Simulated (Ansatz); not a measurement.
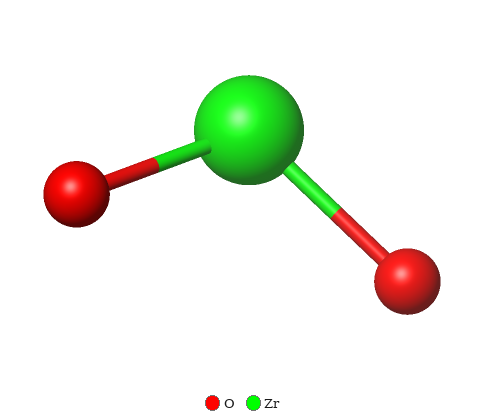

A metal compound. The species is neutral and a spin singlet. Computed geometry: PBE0-D4/def2-TZVP optimisation. No frequency run is at hand to confirm it as a minimum.

> Describe the coordination sphere.

Zr binds 2 atoms: 2 O at 1.76 Å. The arrangement is bent.

> Give the formal oxidation state and the d-electron count.

Zr(IV), d⁰, counting the ligands as closed-shell ions or neutral donors.
